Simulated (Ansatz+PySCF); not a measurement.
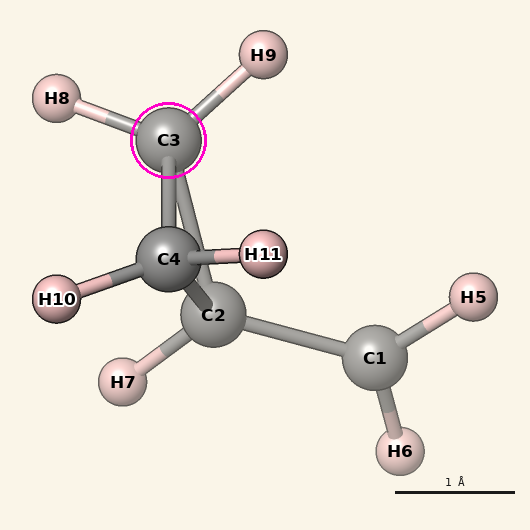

(Drawn from a calculation with Ansatz+PySCF.)

Orthographic view. Distant atoms are faded towards the background colour. Charge 0, doublet. Geometry: a fixed input geometry, not necessarily a minimum.

### Which atoms are bonded to the circled atom?

The circled atom is C3; it is bonded to C2, C4, H8, H9.

### What is the shortest path along bonds from the circled atom to H6?

C3–C2–C1–H6, 3 bonds; through space the two are 3.54 Å apart.

### Of C3 and C4, which is nearer the viewer?

C4; the bond to C3 points away from the viewer, so it looks shorter than its 1.51 Å.

### Which atom is farthest from the viewer?

H6, 1.4 Å behind the mean position.
